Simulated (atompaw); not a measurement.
# Cu: generating and testing a PAW (atompaw) potential

Task: generate the file, and judge it by its logarithmic derivatives, its ghosts and its cutoff.

The numbers are computed with atompaw 4.2.0.5 (PBE, scalar-relativistic, spin-unpolarised reference atom).

### 1 Settings

The settings as typed:

```json
{"element": "copper (Cu, Z = 29)", "type": "PAW", "frozen core": "[Ne] 3s2", "valence charge": "17", "reference configuration": "3p6 3d10 4s1 4p0", "partial waves": "4s (bound): rc 2.75 bohr; 4s channel at 0.25 Ry: rc 2.75 bohr; 3p (bound): rc 0.85 bohr; 4p (bound, empty): rc 2.75 bohr; 3d (bound): rc 1.00 bohr; 3d channel at 0.7 Ry: rc 1.00 bohr", "local potential": "bessel scheme, radius 2.10 bohr", "core correction": "smooth core density matched at 1.75 bohr", "augmentation charge": "besselshape compensation charge, radius 2.60 bohr; PAW radius 2.75 bohr; waves and projectors: custom rrkj gramschmidtortho"}
```

An earlier all-electron run gives the scale for the radii.

All-electron outer shells of the reference configuration (PBE, scalar-relativistic, ld1.x):

```tsv
shell	level (eV)	outermost node (bohr)	outermost maximum (bohr)
2p	-916.98	–	0.16
3s	-114.70	0.29	0.61
3p	-72.14	0.26	0.62
3d	-5.04	–	0.60
4s	-4.61	0.89	2.27
4p	-0.70	0.97	3.65
```

### 2 Generation

Cu.input reads:

```
Cu 29
GGA-PBE scalarrelativistic loggrid 1500 logderivrange -7 5 301
4 4 3 0 0 0
4 0 1
4 1 0
0 0 0
c
c
c
v
c
v
v
v
2
2.75 2.60 2.10 1.75
y
0.25
n
n
y
0.7
n
custom rrkj gramschmidtortho besselshape
bessel
2.75
2.75
0.85
2.75
1.00
1.00
PWSCFOUT
UPFDX 0.0125d0 UPFXMIN -7.d0 UPFZMESH 29.d0
END
```

Started as:

```
$ atompaw < Cu.input > Cu.log
```

What the program wrote to the file Cu (summary file):

```text
 Completed calculations for Cu (AE)

 Exchange-correlation type: GGA, Perdew-Burke-Ernzerhof

 Radial integration grid is logarithmic 
 r0 =   2.8831811E-04 h =   8.3612251E-03   n =      1500 rmax =   8.0000000E+01

 Scalar relativistic calculation

 AEatom converged in  38 iterations
   nz     =  29.00
   delta  =       7.356348099159E-17

 All Electron Orbital energies:         
  n  l      occupancy      energy
  1  0      2.0000000E+00 -6.5054903E+02
  2  0      2.0000000E+00 -7.8090464E+01
  3  0      2.0000000E+00 -8.4306053E+00
  4  0      1.0000000E+00 -3.3883346E-01
  2  1      6.0000000E+00 -6.7396579E+01
  3  1      6.0000000E+00 -5.3024977E+00
  4  1      0.0000000E+00 -5.1232740E-02
  3  2      1.0000000E+01 -3.7034877E-01

 Total energy
   Total                    :    -3309.69835494030622

 ---
 Completed calculations for Cu (SC)

 Exchange-correlation type: GGA, Perdew-Burke-Ernzerhof

 Radial integration grid is logarithmic 
 r0 =   2.8831811E-04 h =   8.3612251E-03   n =      1500 rmax =   8.0000000E+01

 Scalar relativistic calculation

 SCatom converged in   1 iterations
   nz     =  29.00
   delta  =       6.757446257947E-17

 Valence Electron Orbital energies:         
  n  l      occupancy      energy
   4  0      1.0000000E+00 -3.3883346E-01
   3  1      6.0000000E+00 -5.3024977E+00
   4  1      0.0000000E+00 -5.1232740E-02
   3  2      1.0000000E+01 -3.7034877E-01

 Total energy
   Total                    :    -3309.69835494189465
   Valence                  :     -397.95415698385773

 PAW parameters: 
       lmax =            2
         rc =    2.7520656460152946     
        irc =         1097
   rc_shape =    2.6173936522575403     
    rc_vloc =    2.1059368596544217     
    rc_core =    1.7520487742304323     
   Vloc: truncated form - Vps(r)=A.sin(qr)/r for r<rc
   Projector type: RRKJ pseudization + Gram-Schmidt ortho.
   Bessel compensation charge shape zeroed at   2.6174E+00

 Number of basis functions     6
 No.   n  nodes  l      Energy         Cp coeff         Occ
  1    4    3    0   -0.3388335E+00  0.1000000E+01  0.1000000E+01
  2  999    4    0    0.2500000E+00  0.1527040E-01  0.0000000E+00
  3    3    1    1   -0.5302498E+01  0.1000000E+01  0.6000000E+01
  4    4    2    1   -0.5123274E-01  0.9238354E+00  0.0000000E+00
  5    3    0    2   -0.3703488E+00  0.1000000E+01  0.1000000E+02
  6  999    1    2    0.7000000E+00  0.2305063E-01  0.0000000E+00

 Eigenvalues of overlap operator (in the basis of projectors):
    1        9.06540331E-02
    2        6.28937281E-01
    3        7.95556099E-01
    4        1.01711940E+00
    5        6.78990609E+00
    6        1.67935058E+01

 Orbital leakage outside PAW augmentation regions
   orb  is_core?  %out_of_sphere
   1 0    T           0.00
   2 0    T           0.00
   3 0    T           0.00
   4 0    F          48.85
   2 1    T           0.00
   3 1    F           0.01
   4 1    F          85.16
   3 2    F           3.03

 Summary of PAW energies
   Total valence energy     :   -397.95416071101613
   Smooth energy            :    100.09488592055031
   One center               :   -498.04904663156645
   Smooth kinetic           :    159.33718483163648
   Vloc energy              :    -44.16935358844159
   Smooth exch-corr         :    -27.16740837668480
   One-center xc            :   -107.89982578372361
```

It took 17 s on 1 thread of Intel Xeon Platinum 8259CL at 2.50GHz, shared host.

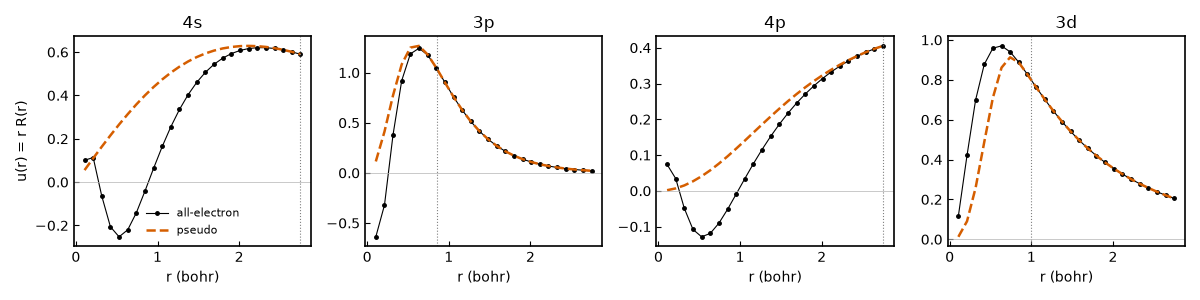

Bound waves of the atom and their pseudo partners (4s, 3p, 4p, 3d), with the matching radii dotted. The curves join 26 sampled radii, too few to resolve the innermost nodes.

### 3 Scattering by logarithmic derivatives

Taken from the files of the generation run. The phase is arctan(r·u′/u) with u = r·R, unwrapped, with energies in Ry. A pole is an energy at which the radial function vanishes at the test radius. The pseudo phase is shifted by a multiple of π to meet the all-electron one at the reference energy. Levels narrower than the energy grid can be missing from the poles. The last column is the largest difference on the grid between −1 and +1 Ry.

```tsv
channel	radius (bohr)	reference (Ry)	poles AE	poles PS	window around the reference with phases within 0.05 rad (Ry)	largest difference near zero (rad)
s	2.75	-0.34	0.91	0.91, 4.94	below 2.8	0.000
p	2.75	-0.05	-5.30, 1.87	-5.30, 1.80	below 4.6	0.009
d	2.75	-0.37	-0.29, 3.65	-0.29, 3.68	the whole range	0.000
```

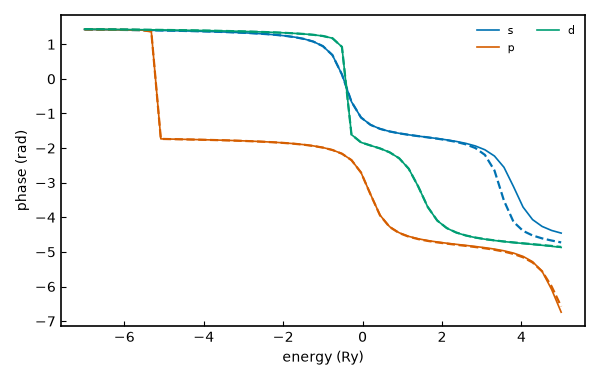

Phases by channel: all-electron solid, pseudo dashed.

### 4 Plane-wave convergence, by spherical Bessel functions

This step uses the generator's waves and projectors in a separate script. Basis: spherical Bessel functions vanishing at 20 bohr, q² up to the cutoff; potential fixed at the reference.

All-electron valence levels (Ry): 4s -0.3388, 3p -5.3025, 4p -0.0512, 3d -0.3703. The lowest levels of each channel (Ry) by cutoff; the last column sums, over occupied levels, occupation times the distance from the level at 400 Ry. A positive value at high cutoff is not a bound level.

| cutoff (Ry) | s #1 | p #1 | p #2 | d #1 | f #1 | Σ f·Δε (mRy) |
| --- | --- | --- | --- | --- | --- | --- |
| 8 | -0.3388 | -0.0511 | 0.0553 | 0.0628 | 0.1119 | 35839.7 |
| 18 | -0.3388 | -0.7618 | -0.0511 | 0.0626 | 0.1119 | 31573.8 |
| 35 | -0.3388 | -3.9913 | -0.0511 | 0.0621 | 0.1119 | 12191.3 |
| 55 | -0.3388 | -5.0084 | -0.0511 | -0.0866 | 0.1119 | 4602.3 |
| 80 | -0.3388 | -5.2727 | -0.0511 | -0.3346 | 0.1119 | 536.4 |
| 120 | -0.3388 | -5.3017 | -0.0511 | -0.3689 | 0.1119 | 19.2 |
| 160 | -0.3388 | -5.3020 | -0.0511 | -0.3698 | 0.1119 | 8.2 |
| 200 | -0.3388 | -5.3025 | -0.0511 | -0.3701 | 0.1119 | 2.2 |
| 260 | -0.3388 | -5.3025 | -0.0511 | -0.3702 | 0.1119 | 1.0 |
| 350 | -0.3388 | -5.3026 | -0.0511 | -0.3703 | 0.1119 | 0.2 |
| 400 | -0.3388 | -5.3026 | -0.0511 | -0.3703 | 0.1119 | 0.0 |

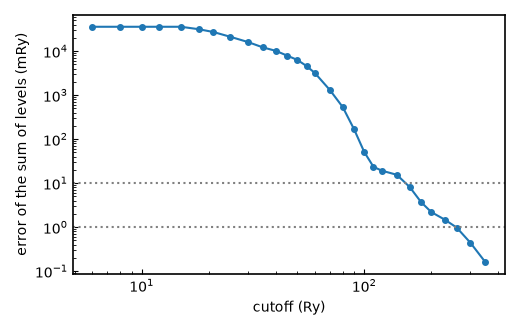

Occupation-weighted error of the valence levels against the cutoff; the dotted lines mark 10 and 1 mRy.

The sum stays within 10 mRy from 160 Ry and within 1 mRy from 260 Ry. The sum leaves out empty levels, which can need more. Ghost test: no level below the all-electron spectrum of its channel (s, p, d, f tested).

### 5 Results

```
                                                quantity                             value
               cutoffs for 10 and 1 mRy, occupied levels                 160 Ry and 260 Ry
                                            bound ghosts                        none found
largest phase difference near zero energy, channels read                         0.009 rad
         lowest eigenvalue of the overlap (Bessel basis)                         0.430 (s)
        share of valence orbitals outside the PAW sphere  4s 49 %, 3p 0 %, 4p 85 %, 3d 3 %
                                                UPF file                           written
```

In words: By its cutoff, 160 Ry for the looser tolerance, it is very hard. The slowest occupied level is 3d: taken alone it needs 160 Ry to come within 1 mRy, against 120 Ry for 3p. It is free of bound ghosts as far as tested. Near zero energy the phases of the channels with partial waves agree within 0.009 rad.
